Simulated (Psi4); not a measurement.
# CF$_{2}$NSi: single-point calculation

The run: single-point calculation of CF$_{2}$NSi, multiplicity 2, SMILES N#C[Si](F)F. Method and program: B3LYP/def2-TZVP, UKS, dispersion D3(BJ) (Psi4 1.11).

The geometry comes from this level: PBE0-D4/def2-TZVP.

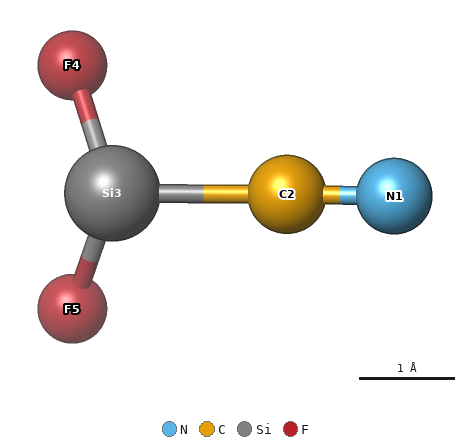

*The input geometry (ball-and-stick view, seen at a tilt; atoms are numbered from 1 in the order of the input).*

### Results in brief

```csv
quantity,value
outcome,converged
total energy,−582.264286 hartree
dispersion energy,−0.006574 hartree
basis functions,161
⟨S²⟩,0.752
dipole moment,2.40 D
hardware,"1 thread of Intel Xeon (Sapphire Rapids), 32 GiB of memory available, shared host"
wall time,11 s
peak memory,0.67 GiB
```

### Input file (job.py)
```python
import psi4

psi4.set_memory('1600 MB')
psi4.set_num_threads(1)
psi4.core.set_output_file('output.dat', False)

molecule = psi4.geometry("""
0 2
N      2.69493843    -2.08587970     2.57815335
C      1.40406651    -1.07034088     1.14800862
Si    -0.36433920     0.40459036    -1.46170316
F     -3.12863057    -0.72263127    -1.43146754
F     -0.51192681     3.33517764    -0.91141491
units au
symmetry c1
""")

psi4.set_options(dict(basis='def2-TZVP', reference='uks'))

E, wfn = psi4.energy("b3lyp-d3bj", molecule=molecule, return_wfn=True)
print('E =', round(E, 9))
```

Launched with:
```bash
python job.py
```

### Log
```
=> Loading Basis Set <=

    Name: DEF2-TZVP
    Role: ORBITAL
    Keyword: BASIS

   => B3LYP-D3(BJ): Empirical Dispersion <=

        s6 =       1.000000
        s8 =       1.988900
        a1 =       0.398100
        a2 =       4.421100

         ---------------------------------------------------------
                                   SCF
                              UKS Reference
                        1 Threads,   1525 MiB Core
         ---------------------------------------------------------

  ==> Geometry <==

    Molecular point group: c1
    Full point group: C1

    Geometry (in Bohr), charge = 0, multiplicity = 2:

       Center              X                  Y                   Z               Mass
    ------------   -----------------  -----------------  -----------------  -----------------
         N            2.964263364472    -2.291372652819     2.964411721942    14.003074004430
         C            1.673391444472    -1.275833832819     1.534266991942    12.000000000000
         SI          -0.095014265528     0.199097407181    -1.075444788058    27.976926534650
         F           -2.859305635528    -0.928124222819    -1.045209168058    18.998403162730
         F           -0.242601875528     3.129684687181    -0.525156538058    18.998403162730

  Running in c1 symmetry.

  Rotational constants: A =      0.24109  B =      0.10108  C =      0.07582 [cm^-1]
  Rotational constants: A =   7227.81045  B =   3030.17757  C =   2273.13906 [MHz]
  Nuclear repulsion =  200.026103029571544

  Charge       = 0
  Multiplicity = 2
  Electrons    = 45
  Nalpha       = 23
  Nbeta        = 22

  ==> Algorithm <==

  SCF Algorithm Type is DF.
  DIIS enabled.
  MOM disabled.
  Fractional occupation disabled.
  Guess Type is SAD.
  Energy threshold   = 1.00e-06
  Density threshold  = 1.00e-06
  Integral threshold = 1.00e-12

  ==> Primary Basis <==

  Basis Set: DEF2-TZVP
    Blend: DEF2-TZVP
    Number of shells: 57
    Number of basis functions: 161
    Number of Cartesian functions: 186
    Spherical Harmonics?: true
    Max angular momentum: 3

  ==> DFT Potential <==

   => LibXC <=

    Version 7.1.2

   => Composite Functional: B3LYP-D3BJ2B <=

    B3LYP-d3bj2b Hyb-GGA Exchange-Correlation Functional

    Deriv               =              1
    GGA                 =           TRUE
    Meta                =          FALSE

    Exchange Hybrid     =           TRUE
    MP2 Hybrid          =          FALSE

   => Exchange Functionals <=

    0.0800   Slater exchange
    0.7200         Becke 88

   => Exact (HF) Exchange <=

    0.2000               HF

   => Correlation Functionals <=

    0.1900   Vosko, Wilk & Nusair (VWN5_RPA)
    0.8100   Lee, Yang & Parr

   => LibXC Density Thresholds  <==

    XC_HYB_GGA_XC_B3LYP:  1.00E-15

   => Molecular Quadrature <=

    Radial Scheme          =       TREUTLER
    Pruning Scheme         =           NONE
    Nuclear Scheme         =       TREUTLER

    Blocking Scheme        =         OCTREE
    BS radius alpha        =              1
    Pruning alpha          =              1
    Radial Points          =             75
    Spherical Points       =            302
    Total Points           =         108695
    Total Blocks           =            861
    Max Points             =            256
    Max Functions          =            155
    Weights Tolerance      =       1.00E-15

   => Loading Basis Set <=

    Name: (DEF2-TZVP AUX)
    Role: JKFIT
    Keyword: DF_BASIS_SCF

  ==> Integral Setup <==

  DFHelper Memory: AOs need 0.085 GiB; user supplied 0.763 GiB.
  SCF_SUBTYPE=INCORE selected. In-core MEM_DF algorithm will be used.
  Using in-core AOs.

  ==> MemDFJK: Density-Fitted J/K Matrices <==

    J tasked:                   Yes
    K tasked:                   Yes
    wK tasked:                   No
    Memory [MiB]:               781
    Algorithm:                 Core
    Schwarz Cutoff:           1E-12
    Mask sparsity (%):       6.3964
    Fitting Condition:        1E-10

   => Auxiliary Basis Set <=

  Basis Set: (DEF2-TZVP AUX)
    Blend: DEF2-UNIVERSAL-JKFIT
    Number of shells: 138
    Number of basis functions: 434
    Number of Cartesian functions: 523
    Spherical Harmonics?: true
    Max angular momentum: 4

  Cached 100.0% of DFT collocation blocks in 0.355 [GiB].

  Minimum eigenvalue in the overlap matrix is 5.0566595840E-04.
  Reciprocal condition number of the overlap matrix is 9.0787205145E-05.
    Using symmetric orthogonalization.

  ==> Pre-Iterations <==

  SCF Guess: Superposition of Atomic Densities via on-the-fly atomic UHF (no occupation information).

   -------------------------
    Irrep   Nso     Nmo
   -------------------------
     A        161     161
   -------------------------
    Total     161     161
   -------------------------

  ==> Iterations <==

                           Total Energy        Delta E     RMS |[F,P]|

   @DF-UKS iter SAD:  -581.48502265255422   -5.81485e+02   0.00000e+00
   @DF-UKS iter   1:  -581.95156759980784   -4.66545e-01   5.32984e-03 ADIIS/DIIS
   @DF-UKS iter   2:  -580.46006426237238    1.49150e+00   1.05216e-02 ADIIS/DIIS
   @DF-UKS iter   3:  -582.10188327797880   -1.64182e+00   3.66501e-03 ADIIS/DIIS
   @DF-UKS iter   4:  -582.25174565591374   -1.49862e-01   1.05165e-03 ADIIS/DIIS
   @DF-UKS iter   5:  -582.26319976738694   -1.14541e-02   3.08284e-04 ADIIS/DIIS
   @DF-UKS iter   6:  -582.26417675260188   -9.76985e-04   8.46591e-05 DIIS
   @DF-UKS iter   7:  -582.26426012909940   -8.33765e-05   4.79912e-05 DIIS
   @DF-UKS iter   8:  -582.26428423846266   -2.41094e-05   1.00230e-05 DIIS
   @DF-UKS iter   9:  -582.26428626222787   -2.02377e-06   2.02767e-06 DIIS
   @DF-UKS iter  10:  -582.26428644546377   -1.83236e-07   9.14212e-07 DIIS
  Energy and wave function converged.

  ==> Post-Iterations <==

   Electrons on quadrature grid:
      Nalpha   =   22.9999839286 ; deviation = -1.607e-05
      Nbeta    =   21.9999843520 ; deviation = -1.565e-05
      Ntotal   =   44.9999682805 ; deviation = -3.172e-05

   @Spin Contamination Metric:   1.513477773E-03
   @S^2 Expected:                7.500000000E-01
   @S^2 Observed:                7.515134778E-01
   @S   Expected:                5.000000000E-01
   @S   Observed:                5.000000000E-01

    Orbital Energies [Eh]
    ---------------------

    Alpha Occupied:

       1A    -66.240125     2A    -24.728200     3A    -24.728197
       4A    -14.359475     5A    -10.227325     6A     -5.393143
       7A     -3.753278     8A     -3.751413     9A     -3.750425
      10A     -1.254723    11A     -1.237068    12A     -0.942249
      13A     -0.643349    14A     -0.558480    15A     -0.547505
      16A     -0.515007    17A     -0.487583    18A     -0.486691
      19A     -0.472096    20A     -0.404219    21A     -0.386977
      22A     -0.384667    23A     -0.284172

    Alpha Virtual:

      24A     -0.063084    25A     -0.057505    26A      0.047613
      27A      0.055926    28A      0.071433    29A      0.080556
      30A      0.136278    31A      0.178842    32A      0.197765
      33A      0.233782    34A      0.241750    35A      0.245830
      36A      0.281078    37A      0.315843    38A      0.330195
      39A      0.343751    40A      0.386620    41A      0.396341
      42A      0.434463    43A      0.447326    44A      0.472569
      45A      0.521433    46A      0.539703    47A      0.608691
      48A      0.611297    49A      0.634404    50A      0.647809
      51A      0.661899    52A      0.710404    53A      0.719875
      54A      0.746463    55A      0.850250    56A      0.890393
      57A      0.930908    58A      0.934819    59A      0.939778
      60A      0.953383    61A      0.992190    62A      1.004255
      63A      1.009172    64A      1.025440    65A      1.084280
      66A      1.144083    67A      1.162494    68A      1.188225
      69A      1.240195    70A      1.260113    71A      1.295927
      72A      1.311223    73A      1.337159    74A      1.366987
      75A      1.439740    76A      1.500370    77A      1.502250
      78A      1.560018    79A      1.685476    80A      1.693017
      81A      1.731111    82A      1.915529    83A      1.954915
      84A      2.034640    85A      2.080055    86A      2.125444
      87A      2.193698    88A      2.283584    89A      2.383338
      90A      2.408893    91A      2.433388    92A      2.464596
      93A      2.470392    94A      2.497473    95A      2.531859
      96A      2.608803    97A      2.635400    98A      2.647793
      99A      2.832157   100A      2.863951   101A      2.957904
     102A      2.971639   103A      2.995085   104A      3.004028
     105A      3.193633   106A      3.217163   107A      3.239956
     108A      3.243422   109A      3.298711   110A      3.378877
     111A      3.387252   112A      3.472778   113A      3.571737
     114A      3.716918   115A      3.926958   116A      3.935034
     117A      3.972944   118A      4.010742   119A      4.130249
     120A      4.445098   121A      4.456084   122A      4.568290
     123A      4.572774   124A      4.913963   125A      4.920431
     126A      5.382015   127A      5.453621   128A      5.460924
     129A      5.764045   130A      6.003035   131A      6.236301
     132A      6.373216   133A      6.789256   134A      6.800502
     135A      6.806977   136A      6.808177   137A      6.811841
     138A      6.823747   139A      6.825400   140A      6.843076
     141A      6.860175   142A      6.867166   143A      6.875834
     144A      6.901138   145A      7.065833   146A      7.234283
     147A      8.215291   148A      8.256910   149A      8.265151
     150A      8.307441   151A      8.506813   152A      8.532269
     153A      8.555570   154A      8.572743   155A      8.639560
     156A      8.809943   157A     11.535530   158A     22.519479
     159A     31.939736   160A     56.806504   161A     56.840236

    Beta Occupied:

       1A    -66.236197     2A    -24.725680     3A    -24.725676
       4A    -14.358336     5A    -10.225484     6A     -5.388217
       7A     -3.748318     8A     -3.747362     9A     -3.743789
      10A     -1.249183    11A     -1.231473    12A     -0.939240
      13A     -0.631493    14A     -0.550958    15A     -0.540616
      16A     -0.504380    17A     -0.483680    18A     -0.479235
      19A     -0.469578    20A     -0.398116    21A     -0.383142
      22A     -0.382526

    Beta Virtual:

      23A     -0.154987    24A     -0.055529    25A     -0.042787
      26A      0.057062    27A      0.071286    28A      0.079569
      29A      0.087463    30A      0.157864    31A      0.193994
      32A      0.208653    33A      0.237029    34A      0.242352
      35A      0.249382    36A      0.300377    37A      0.319420
      38A      0.335485    39A      0.361419    40A      0.398655
      41A      0.400472    42A      0.440941    43A      0.449799
      44A      0.475575    45A      0.525702    46A      0.541682
      47A      0.611746    48A      0.614678    49A      0.636719
      50A      0.649264    51A      0.670539    52A      0.712737
      53A      0.724960    54A      0.754948    55A      0.868061
      56A      0.891888    57A      0.940245    58A      0.943311
      59A      0.958208    60A      0.964324    61A      1.014018
      62A      1.014680    63A      1.019609    64A      1.037006
      65A      1.109421    66A      1.155041    67A      1.175729
      68A      1.207948    69A      1.249316    70A      1.266610
      71A      1.309940    72A      1.319554    73A      1.340392
      74A      1.375468    75A      1.450940    76A      1.504255
      77A      1.510175    78A      1.570624    79A      1.695275
      80A      1.697556    81A      1.736816    82A      1.918640
      83A      1.958550    84A      2.037402    85A      2.083606
      86A      2.130019    87A      2.196639    88A      2.287480
      89A      2.388883    90A      2.414102    91A      2.437257
      92A      2.467496    93A      2.474921    94A      2.499937
      95A      2.536021    96A      2.612149    97A      2.637129
      98A      2.650334    99A      2.834722   100A      2.866457
     101A      2.962907   102A      2.976403   103A      2.999663
     104A      3.008843   105A      3.196977   106A      3.221206
     107A      3.246353   108A      3.246884   109A      3.301139
     110A      3.383099   111A      3.390590   112A      3.478174
     113A      3.575704   114A      3.720120   115A      3.929947
     116A      3.937855   117A      3.977008   118A      4.014887
     119A      4.133082   120A      4.448510   121A      4.459638
     122A      4.570968   123A      4.575442   124A      4.917982
     125A      4.921347   126A      5.384946   127A      5.457160
     128A      5.462679   129A      5.767071   130A      6.021854
     131A      6.240863   132A      6.378975   133A      6.792630
     134A      6.802810   135A      6.810524   136A      6.811838
     137A      6.814617   138A      6.826120   139A      6.828146
     140A      6.846365   141A      6.863700   142A      6.871801
     143A      6.878804   144A      6.906727   145A      7.070543
     146A      7.239371   147A      8.220774   148A      8.260970
     149A      8.270412   150A      8.312768   151A      8.514607
     152A      8.539020   153A      8.560992   154A      8.576246
     155A      8.645604   156A      8.816126   157A     11.543427
     158A     22.521873   159A     31.940945   160A     56.809015
     161A     56.842719

    Final Occupation by Irrep:
              A
    DOCC [    22 ]
    SOCC [     1 ]
    NA   [    23 ]
    NB   [    22 ]

  @DF-UKS Final Energy:  -582.26428644546377

   => Energetics <=

    Nuclear Repulsion Energy =            200.0261030295715443
    One-Electron Energy =               -1202.5376414326324266
    Two-Electron Energy =                 464.0513580523821702
    DFT Exchange-Correlation Energy =     -43.7975318667387654
    Empirical Dispersion Energy =          -0.0065742280463266
    VV10 Nonlocal Energy =                  0.0000000000000000
    Total Energy =                       -582.2642864454637674

  UHF NO Occupations:
  HONO-2 :   21  A 1.9999166
  HONO-1 :   22  A 1.9994648
  HONO-0 :   23  A 1.0000000
  LUNO+0 :   24  A 0.0005352
  LUNO+1 :   25  A 0.0000834
  LUNO+2 :   26  A 0.0000383
  LUNO+3 :   27  A 0.0000361

Computation Completed

Properties will be evaluated at   0.000000,   0.000000,   0.000000 [a0]

Properties computed using the SCF density matrix

 Multipole Moments:

 ------------------------------------------------------------------------------------
     Multipole            Electronic (a.u.)      Nuclear  (a.u.)        Total (a.u.)
 ------------------------------------------------------------------------------------

 L = 1.  Multiply by 2.5417464519 to convert [e a0] to [Debye]
 Dipole X            :         -1.7657770            1.5428249           -0.2229521
 Dipole Y            :          1.3495915           -1.0932037            0.2563878
 Dipole Z            :         -1.6459266            0.7669656           -0.8789610
 Magnitude           :                                                    0.9423454

 ------------------------------------------------------------------------------------

	total time  =         10 seconds =       0.17 minutes
```

### Standard output
```
E = -582.264286445
```
